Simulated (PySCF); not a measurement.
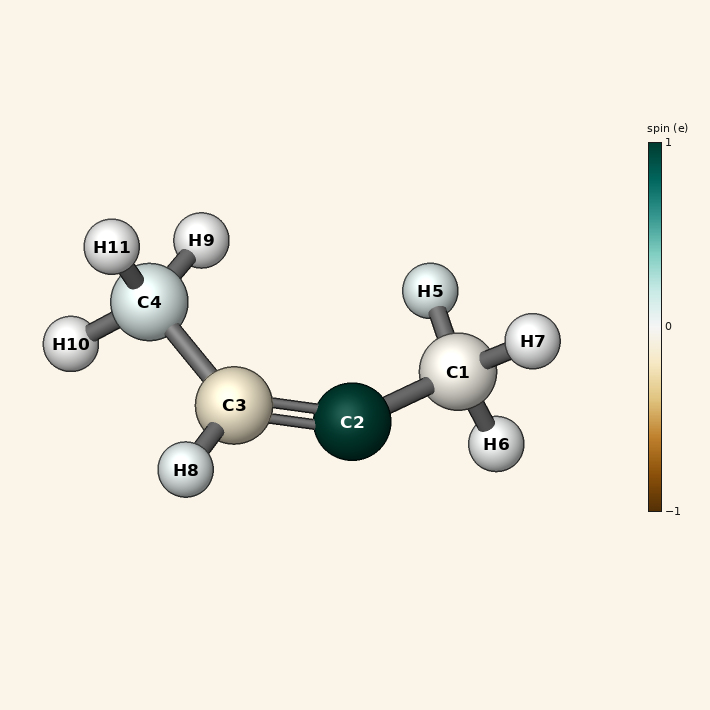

Atoms are coloured by their Mulliken spin populations. The species is neutral and a spin doublet. Computed geometry: GFN2-xTB optimisation. No frequency run is at hand to confirm it as a minimum. Properties computed with UKS B3LYP, pcH-1 on C H, non-relativistic (PySCF 2.14.0).

List the Mulliken spin populations.

```
atom  value (e)
  C1      −0.05
  C2       1.00
  C3      −0.16
  C4       0.08
  H5       0.07
  H6       0.01
  H7       0.01
  H8       0.05
  H9       0.00
 H10       0.00
 H11       0.00
```

Mulliken values depend strongly on the basis set.
